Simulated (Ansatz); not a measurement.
# A convergence test on MgH2 (P4_2/mnm): k mesh of the density

Aim: see how gap, energy and time of MgH2 (P4_2/mnm) follow the k mesh of the density.

Method: DFT, PBE, plane waves, PAW, in Ansatz 0.2.0.

### 1. Set-up

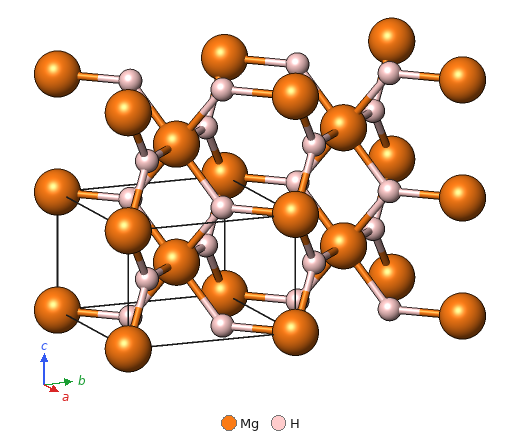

The cell as given, slightly off an axis (magnesium orange, hydrogen pink). 1×2×2 cells are drawn. Some periodic images of atoms are drawn too.

The cell and positions come from the Crystallography Open Database and are kept as given unless a step says otherwise. The default PAW set here is soft_2. Its files were made with PBE.

### 2. k mesh of the density: 2×2×2

input.yaml

```yaml
crystal:
  lattice:
    - [4.5168, 0.0, 0.0]
    - [0.0, 4.5168, 0.0]
    - [0.0, 0.0, 3.0205]
  atoms:
    - { symbol: Mg, position: [0.0, 0.0, 0.0] }
    - { symbol: Mg, position: [0.5, 0.5, 0.5] }
    - { symbol: H, position: [0.306, 0.306, 0.0] }
    - { symbol: H, position: [0.194, 0.806, 0.5] }
    - { symbol: H, position: [0.694, 0.694, 0.0] }
    - { symbol: H, position: [0.806, 0.194, 0.5] }
kpoints:
  mp_grid: { grid: [2, 2, 2] }
  band_path:
    path:
      - [0.0, 0.0, 0.0]
      - [0.0, 0.5, 0.0]
      - [0.5, 0.5, 0.0]
      - [0.0, 0.0, 0.5]
      - [0.0, 0.5, 0.5]
      - [0.5, 0.5, 0.5]
      - [0.1666666667, 0.1666666667, 0.125]
      - [0.4, 0.4, 0.5]
      - [0.35, 0.35, 0.5]
    npoints: 1
hamiltonian:
  xc: pbe
scf:
  occupations: { method: fixed }
  n_extra_bands: 6
output:
  eigenvalues: true
  forces: true
  stress: true
```

Launch:

```
ansatz run input.yaml --threads 3 --pin off --max-ram 92160MiB --backend cuda --events-out ev --progress --plain --runs-dir out --devices 1 --max-vram 13GiB  # rebuilt from the run's record
```

Numbers of over 12 decimals in the logs are rounded to 6 here.

Output:

```text
scf.n_extra_bands = 6 over 12 filled bands (N_el = 24.0): the run solves 18 bands
GPUs: using 1 of 1 available (devices: 1).
Engine: ansatz 0.2.0, x86_64-unknown-linux-gnu
Pseudopotentials: kind: paw
Pseudopotential: Mg, paw, valence charge 10, recommended cutoff 420 eV (normal), Mg.paw.azcp
Pseudopotential: H, paw, valence charge 1, recommended cutoff 420 eV (normal), H.paw.azcp
Functional definition: PBE
  parameter kappa = 0.804
  parameter beta = 0.066725
  exchange = pbe_x(kappa = kappa, mu = beta*pi^2/3)
  correlation = pbe_c(beta = beta)
device memory: the entry about to start is reckoned to put 1.5 GiB on a device that reports 56.8 GiB free (of which the cap on the GPU budget leaves the run 13.0 GiB)
GPU FFT provider: cuFFT
GPU libraries: cuBLAS 13.8.2, cuFFT 12.4.0, cuSOLVER 12.3.4
Crystal: 6 atoms, lattice volume = 61.623 Å³
Basis set: ecut = 420 eV, 1195 PW (Γ), exchange–correlation on 64×64×48 points (8 copies of the dense FFT grid, shifted against one another)
Bands: 18, of which v1, the nominal top of the filled ones, is band 12 counted from 1 (11 counted from 0)
Symmetry: 16 space group operations
Space group: P42/mnm (ITA 136), of the structure as read, at distance tolerance 3.9e-5 Å
k-points: 6 of 8
Non-local potential: Mg, projectors of the file, l = 0: 3, l = 1: 2, l = 2: 1
Non-local potential: H, projectors of the file, l = 0: 2, l = 1: 1
PAW form: soft (Blöchl's): semilocal exchange-correlation on the pseudo side does not see the compensation charge
PAW one-centre angular grid: Mg, 110 points (default); XC on 64 Gauss nodes
PAW one-centre angular grid: H, 110 points (default); XC on 64 Gauss nodes
Initial density: superposition of atomic densities (neutral atoms: chi_scale 0, normalization atom), corrected by the library's trained network
Initial wavefunctions: pseudopotential atomic-orbital guess
GPU buffer pool allocated for 24576 grid points (all kernels)
GPU transforms: local potential and band sums: pruned to the plane-wave sphere, on 32×32×24
Functional: x = pbe(κ = 0.804, μ = 0.219515), c = pbe(β = 0.066725)
SCF iter   1: F=—  HF=-3911.984735 eV  |F-HF|=—  |Δ(HF+E_count)|=         —  Δρ=1.13e-3  dr2=7.84e-4  ethr=1.77e-3  ⟨swp⟩=4.5  Hψ=467  notcnv=0  defer=19
preconditioner: auto → none  [insulator: Δε(μ)=3.924 eV  Ē_g=10.272 eV  n_scr=10 (ndim 8)  ℏωp=13.4 eV  f_vac=0.000  ε∞_Penn≈2.7]
SCF iter   2: F=—  HF=-3911.984624 eV  |F-HF|=—  |Δ(HF+E_count)|=   1.11e-4  Δρ=4.88e-4  dr2=1.58e-4  ethr=3.27e-6  ⟨swp⟩=2.0  Hψ=208  notcnv=0  defer=24
SCF iter   3: F=—  HF=-3911.984759 eV  |F-HF|=—  |Δ(HF+E_count)|=   1.35e-4  Δρ=1.28e-4  dr2=5.21e-6  ethr=6.58e-7  ⟨swp⟩=2.0  Hψ=132  notcnv=0  defer=24
SCF iter   4: F=—  HF=-3911.984818 eV  |F-HF|=—  |Δ(HF+E_count)|=   5.91e-5  Δρ=3.63e-5  dr2=4.80e-7  ethr=2.17e-8  ⟨swp⟩=2.0  Hψ=158  notcnv=0  defer=12
iter 5 did not close the SCF: its close was put off for the readings that it lacked (scf_convergence_deferred on its scf_iter line)
SCF iter   5: F=-3911.984818 eV  HF=-3911.984818 eV  |F-HF|=5.71e-9  |Δ(HF+E_count)|=   3.52e-7  Δρ=3.10e-6  dr2=2.96e-9  ethr=2.00e-9  ⟨swp⟩=2.0  Hψ=168  notcnv=0  defer=12
SCF iter   6: F=-3911.984818 eV  HF=-3911.984818 eV  |F-HF|=1.36e-12  |Δ(HF+E_count)|=   7.11e-9  Δρ=8.75e-7  dr2=2.21e-10  ethr=1.23e-11  ⟨swp⟩=6.0  Hψ=447  notcnv=0
SCF 1 converged in 6 iterations: F = -3911.984818 eV  dr2 = 2.21e-10
[...]
device memory: the entry about to start is reckoned to put 0.4 GiB on a device that reports 57.6 GiB free (of which the cap on the GPU budget leaves the run 13.0 GiB)
NSCF: frozen V_eff on 9 k-points, pencils in batches of 32, up to order 80
SCF converged after 6 iterations
Free energy (F): -3911.984818 eV
Harris-Foulkes:  -3911.984818 eV  (|F-HF|=1.36e-12)
Internal energy: -3911.984818 eV  (E = F + TS)
E sigma→0 (E₀):  -3911.984818 eV
Fermi energy:    1.742009 eV
--- Per-component energies (eV) ---
  E_band       = -752.483335
  E_kinetic    = 208.316318
  E_local      = -3454.939725  (includes V_loc(G=0)·N_el)
  E_nonlocal   = 196.033151
  E_hartree    = 1239.582228
  E_xc         = -95.130005
  E_vxc        = -122.767548  (∫ρ·V_xc dr)
  E_paw        = -586.706432  (= ΣΔE_a)
  E_vpaw       = -58.285191  (= ΣTr[D̂ρ^β])
  E_aug_tail   = -0.005311  (compensation charges beyond the density's cutoff)
  E_ewald      = -1419.135044
  E_smearing   = -0.000000  (= −TS)
  E_closure    = 0.000000  (closes the sum)
  Σ components = -3911.984818   (vs F -3911.984818, Δ=0.00e0)
--- Forces (eV/Å), atoms counted from 1 ---
  atom   1  Mg    -0.00000000     0.00000000     0.00000000
  atom   2  Mg    -0.00000000    -0.00000000     0.00000000
  atom   3  H     -0.05159653    -0.05159653     0.00000000
  atom   4  H      0.05159653    -0.05159653     0.00000000
  atom   5  H      0.05159653     0.05159653     0.00000000
  atom   6  H     -0.05159653     0.05159653     0.00000000
  max |Σ_I F_I| component: 6.94e-18 eV/Å
--- Stress (GPa, compression-positive) ---
       -1.458204       0.000000       0.000000
        0.000000      -1.458204       0.000000
        0.000000       0.000000       4.461191
  P = ⅓ Tr σ = 0.5149 GPa (5.149 kbar)
--- Band table (eV; the first three rows and the last of 6) ---
  k-point 0: bands = [... 8 lower, -4.6012, 0.3900, 0.3900, 1.3235, 6.5511, 6.8971, 10.9246, 10.9246, ... 2 higher]
  k-point 1: bands = [... 8 lower, -1.1969, -1.1969, 1.7420, 1.7420, 8.0575, 8.0575, 8.6130, 8.6130, ... 2 higher]
  k-point 2: bands = [... 8 lower, -2.9898, -2.9898, 1.3164, 1.3164, 7.1342, 7.1342, 11.8755, 11.8755, ... 2 higher]
  k-point 5: bands = [... 8 lower, -0.0794, -0.0794, 0.8876, 0.8876, 5.6631, 5.6631, 5.9937, 5.9937, ... 2 higher]
```

Elapsed: 4.9 s, on 1 × NVIDIA H100 80GB HBM3 (shared by 6 runs) with 3 threads of AMD EPYC 7R13 (Zen 3), shared host; peak memory 0.89 GiB; 3 s of CPU time.

Numbers from this step:

```
pressure             : 0.5149 GPa
gap                  : 3.713 eV
valence top at       : k = (0.167, 0.167, 0.125)
conduction bottom at : k = (0.400, 0.400, 0.500)
least direct gap     : 4.515 eV
```

The gap is indirect, with the least direct gap 0.80 eV higher.

### 3. k mesh of the density: 4×4×4

Edit input.yaml of step 2 so:

```diff
@@ -13,3 +13,3 @@
 kpoints:
-  mp_grid: { grid: [2, 2, 2] }
+  mp_grid: { grid: [4, 4, 4] }
   band_path:
@@ -35 +35,5 @@
   stress: true
+  write_density: true
+  write_potential: true
+  elf: true
+  volumetric_format: npy
```

Output:

```text
[...]
GPUs: using 1 of 1 available (devices: 1).
[...]
GPU FFT provider: cuFFT
GPU libraries: cuBLAS 13.8.2, cuFFT 12.4.0, cuSOLVER 12.3.4
Crystal: 6 atoms, lattice volume = 61.623 Å³
Basis set: ecut = 420 eV, 1195 PW (Γ), exchange–correlation on 64×64×48 points (8 copies of the dense FFT grid, shifted against one another)
[...]
k-point 0: bands = [... 8 lower, -4.6183, 0.3702, 0.3702, 1.3017, 6.5360, 6.8852, 10.9144, 10.9144, ... 2 higher]
  k-point 1: bands = [... 8 lower, -3.6971, 0.9417, 0.9417, 1.0859, 6.9311, 7.5613, 9.3800, 10.7558, ... 2 higher]
  k-point 2: bands = [... 8 lower, -1.2152, -1.2152, 1.7217, 1.7217, 8.0420, 8.0420, 8.5943, 8.5943, ... 2 higher]
  k-point 17: bands = [... 8 lower, -0.0988, -0.0988, 0.8683, 0.8683, 5.6489, 5.6489, 5.9762, 5.9762, ... 2 higher]
[key lines of the parts left out:]
SCF converged after 6 iterations
Free energy (F): -3912.184563 eV
Fermi energy:    1.741244 eV
P = ⅓ Tr σ = -0.1052 GPa (-1.052 kbar)
```

It took 5.8 s on 1 × NVIDIA H100 80GB HBM3 (shared by 6 runs) with 3 threads; peak memory 0.89 GiB.

Numbers from this step:

```
pressure             : -0.1052 GPa
gap                  : 3.720 eV
valence top at       : k = (0.167, 0.167, 0.125)
conduction bottom at : k = (0.400, 0.400, 0.500)
least direct gap     : 4.519 eV
```

The gap is 3.720 eV, +0.007 eV from the run before at this level.

### 4. k mesh of the density: 6×6×8 (the default)

input.yaml, the sections that differ from step 3:

```yaml
kpoints:
  mp_grid: { grid: [6, 6, 8] }
  band_path:
    path:
      - [[0.0, 0.0, 0.0], [0.0, 0.5, 0.0], [0.5, 0.5, 0.0], [0.0, 0.0, 0.0], [0.0, 0.0, 0.5], [0.0, 0.5, 0.5], [0.5, 0.5, 0.5], [0.0, 0.0, 0.5]]
      - [[0.0, 0.5, 0.0], [0.0, 0.5, 0.5]]
      - [[0.5, 0.5, 0.0], [0.5, 0.5, 0.5]]
    npoints: 10
scf:
  occupations: { method: fermi_dirac, width: 0.02 }
  n_extra_bands: 6
# crystal, hamiltonian, output: as in step 3
```

Output:

```text
[...]
GPUs: using 1 of 1 available (devices: 1).
[...]
GPU FFT provider: cuFFT
GPU libraries: cuBLAS 13.8.2, cuFFT 12.4.0, cuSOLVER 12.3.4
Crystal: 6 atoms, lattice volume = 61.623 Å³
Basis set: ecut = 420 eV, 1195 PW (Γ), exchange–correlation on 64×64×48 points (8 copies of the dense FFT grid, shifted against one another)
[...]
k-point 0: bands = [... 8 lower, -4.6186, 0.3699, 0.3699, 1.3012, 6.5357, 6.8848, 10.9141, 10.9141, ... 2 higher]
  k-point 1: bands = [... 8 lower, -4.3850, 0.5232, 0.5232, 1.3052, 6.7920, 6.9673, 10.6168, 11.0431, ... 2 higher]
  k-point 2: bands = [... 8 lower, -3.6975, 0.9414, 0.9414, 1.0854, 6.9308, 7.5610, 9.3798, 10.7555, ... 2 higher]
  k-point 49: bands = [... 8 lower, -0.0993, -0.0993, 0.8679, 0.8679, 5.6487, 5.6487, 5.9761, 5.9761, ... 2 higher]
[key lines of the parts left out:]
SCF converged after 6 iterations
Free energy (F): -3912.184559 eV
Fermi energy:    3.687045 eV
P = ⅓ Tr σ = -0.1130 GPa (-1.130 kbar)
```

It took 4.6 s on 1 × NVIDIA H100 80GB HBM3 (shared by 6 runs) with 3 threads; peak memory 0.92 GiB.

Numbers from this step:

```yaml
pressure: -0.1130 GPa
gap: 3.720 eV
valence_top_at: k = (0.167, 0.167, 0.125)
conduction_bottom_at: k = (0.400, 0.400, 0.500)
least_direct_gap: 4.519 eV
```

The gap is 3.720 eV, as in the run before at this level.

### 5. k mesh of the density: 8×8×12

input.yaml, the sections that differ from step 4:

```yaml
kpoints:
  mp_grid: { grid: [8, 8, 12] }
  band_path:
    path:
      - [0.0, 0.0, 0.0]
      - [0.0, 0.5, 0.0]
      - [0.5, 0.5, 0.0]
      - [0.0, 0.0, 0.5]
      - [0.0, 0.5, 0.5]
      - [0.5, 0.5, 0.5]
      - [0.1666666667, 0.1666666667, 0.125]
      - [0.4, 0.4, 0.5]
      - [0.35, 0.35, 0.5]
    npoints: 1
scf:
  occupations: { method: fixed }
  n_extra_bands: 6
output:
  eigenvalues: true
  forces: true
  stress: true
# crystal, hamiltonian: as in step 4
```

Output:

```text
[...]
GPUs: using 1 of 1 available (devices: 1).
[...]
GPU FFT provider: cuFFT
GPU libraries: cuBLAS 13.8.2, cuFFT 12.4.0, cuSOLVER 12.3.4
Crystal: 6 atoms, lattice volume = 61.623 Å³
Basis set: ecut = 420 eV, 1195 PW (Γ), exchange–correlation on 64×64×48 points (8 copies of the dense FFT grid, shifted against one another)
[...]
k-point 0: bands = [... 8 lower, -4.6186, 0.3699, 0.3699, 1.3012, 6.5356, 6.8848, 10.9141, 10.9141, ... 2 higher]
  k-point 1: bands = [... 8 lower, -4.5146, 0.4388, 0.4388, 1.3077, 6.6496, 6.9278, 10.9774, 10.9774, ... 2 higher]
  k-point 2: bands = [... 8 lower, -4.2048, 0.6380, 0.6380, 1.2813, 6.9914, 6.9938, 9.9754, 11.0955, ... 2 higher]
  k-point 104: bands = [... 8 lower, -0.0993, -0.0993, 0.8678, 0.8678, 5.6487, 5.6487, 5.9760, 5.9760, ... 2 higher]
[key lines of the parts left out:]
SCF converged after 6 iterations
Free energy (F): -3912.184561 eV
Fermi energy:    1.745473 eV
P = ⅓ Tr σ = -0.1129 GPa (-1.129 kbar)
```

Run time: 6.6 s. Hardware: 1 × NVIDIA H100 80GB HBM3 (shared by 6 runs) with 3 threads; peak memory 0.9 GiB; 7.8 s of CPU time.

This step gave:

```
pressure             : -0.1129 GPa
gap                  : 3.720 eV
valence top at       : k = (0.167, 0.167, 0.125)
conduction bottom at : k = (0.400, 0.400, 0.500)
least direct gap     : 4.519 eV
```

The gap is 3.720 eV, as in the run before at this level.

### 6. The series

Differences are against the last row; a negative gap means that bands overlap, and a run with a band path holds that path's time. Times are wall times on 1 × NVIDIA H100 80GB HBM3 (shared by 6 runs) with 3 threads of AMD EPYC 7R13 (Zen 3), shared host, good to a factor of about two.

```
k mesh of the density  gap (eV)  direct gap (eV)  gap error (eV)  energy error (meV/atom)  irreducible k   time
                2×2×2     3.713            4.515          −0.007                    +33.3              6  4.9 s
                4×4×4     3.720            4.519         −0.0002                     +0.0             18  5.8 s
                6×6×8     3.720            4.519          +0.000                     +0.0             50  4.6 s
               8×8×12     3.720            4.519          +0.000                     +0.0            105  6.6 s
```

### 7. Results

| Property | Result |
| --- | --- |
| 2×2×2 | 3.713 eV |
| 4×4×4 | 3.720 eV |
| 6×6×8 | 3.720 eV |
| 8×8×12 | 3.720 eV |

**Reading.** The gap holds to 0.02 eV from 2×2×2 on, the cheapest setting tried. At 2×2×2 the gap is off by −0.007 eV and the energy by +33 meV/atom. The gap is read over the mesh and added points near the edges, so meshes differ mainly through the density and, for a hybrid, the exchange operator.

[Paths, hosts, dates, memory and timing lines, banners, echoed tables and standing remarks are left out of the program output.]

[Logs are printed without paths, hosts, clocks, repeated set-up lines and the standing remarks that a program may print on its own settings, such as how far it seeks lower states.]

[Runs of the session that timed out or met a known fault of the program may be left out.]

[Cells called generated may have been cut or substituted from an entry of the Crystallography Open Database or the Materials Project.]

[Hosts, paths, dates, database ids (printed as entryN), source tags and the programs' standing remarks are cut or masked in the printed files.]
